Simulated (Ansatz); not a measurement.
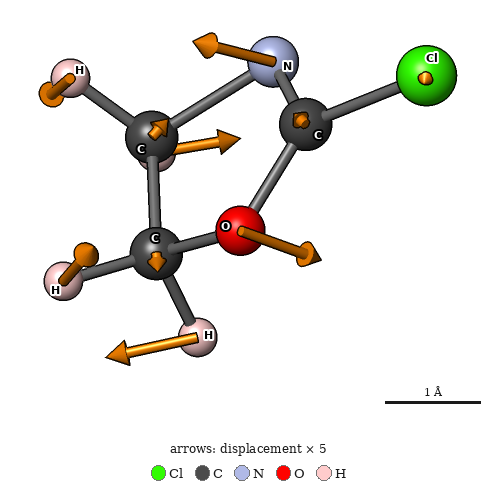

A relaxation of C3H4ClNO. The starting structure is drawn; orange arrows show the displacements, magnified 5 times. The two geometries are superimposed by the best rigid fit.

The picture is a ball-and-stick view, seen from a free direction.

The run prepares an end point of a later path (hydrogen shift) calculation, from a guessed geometry.

The calculation used Ansatz, RHF/def2-SVP.

Input
```yaml
crystal:
  periodic: [false, false, false]
  atoms:
    - { symbol: Cl, position_ang: [-2.4369, -0.5711, 1.7683] }
    - { symbol: C, position_ang: [-1.1362, -0.2726, 0.7598] }
    - { symbol: "N", position_ang: [-1.2891, -0.2125, -0.5405] }
    - { symbol: C, position_ang: [0.1991, -0.0534, -0.9969] }
    - { symbol: C, position_ang: [0.9225, 0.2839, 0.2231] }
    - { symbol: O, position_ang: [0.0973, -0.1024, 1.3178] }
    - { symbol: H, position_ang: [0.2353, 0.7125, -1.7579] }
    - { symbol: H, position_ang: [0.5052, -0.9942, -1.432] }
    - { symbol: H, position_ang: [1.1012, 1.386, 0.3622] }
    - { symbol: H, position_ang: [1.8846, -0.2275, 0.2991] }
basis:
  gaussian: { orbitals: def2-SVP }
hamiltonian:
  xc: hf
relax:
  f_tol: 0.02
  max_steps: 50
```

Run as
```bash
ansatz run input.yaml --threads 2 --pin off --max-ram 3072MiB --backend cpu --events-out ev --progress --plain --runs-dir out
```

### Describe the change and its energy.

The atom that moves furthest after the best rigid fit is O6 (0.23 Å). By element the largest moves are O 0.23 Å, N 0.22 Å, H 0.21 Å, C 0.06 Å, Cl 0.03 Å. Near-neighbour distances that change, for instance: N3–C4 1.565 → 1.455 Å, C4–C5 1.458 → 1.545 Å, C2–N3 1.311 → 1.239 Å, C2–O6 1.364 → 1.327 Å. Bond angles that change, for instance: C2–N3–C4 100.5° → 106.4°, Cl1–C2–N3 121.0° → 125.6°, Cl1–C2–O6 118.6° → 114.4°. Groups turn about C4–C5 by about 20°. Over 8 geometry steps the energy falls by 13.2 kcal/mol. Largest force component: 4.6 eV/Å at the start, 0.0066 eV/Å at the end. Cost: 17 s on 2 threads of Arm Neoverse V1, on a shared host, peak memory 0.23 GiB.
